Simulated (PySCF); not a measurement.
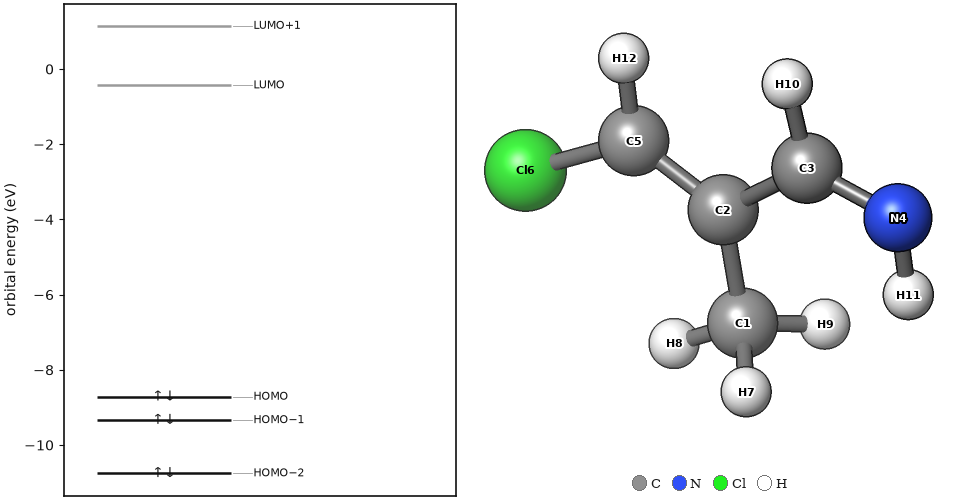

C₄H₆ClN, SMILES [H]/N=C\C(C)=C\Cl. Kohn-Sham orbital energies near the frontier, CAM-B3LYP/def2-SVPD, PySCF 2.14.0, at a PBE0-D3(BJ)/def2-SVP geometry (no frequency check), isolated molecule; empty levels in grey, levels within 0.03 eV side by side.

### Where do the frontier orbitals lie?

HOMO at −8.72 eV, LUMO at −0.44 eV, 8.28 eV apart.

### On which atoms do HOMO and LUMO mostly sit?

HOMO: C5 24 %, Cl6 24 %, C2 23 %. LUMO: C5 26 %, N4 21 %, C3 17 % (Löwdin shares).

### List the levels with the atoms that carry most of them (a dash for levels above zero or within 0.03 eV of another, where shares mean little).

| orbital | energy (eV) | Löwdin shares |
| --- | --- | --- |
| LUMO+1 | 1.15 | – |
| LUMO | −0.44 | C5 26 %, N4 21 %, C3 17 % |
| HOMO | −8.72 | C5 24 %, Cl6 24 %, C2 23 % |
| HOMO−1 | −9.34 | N4 61 %, C3 15 %, H11 8 % |
| HOMO−2 | −10.76 | Cl6 75 %, C5 11 %, H12 4 % |

Known limits of this run: one conformer of a flexible molecule; empty levels above zero depend strongly on the basis.
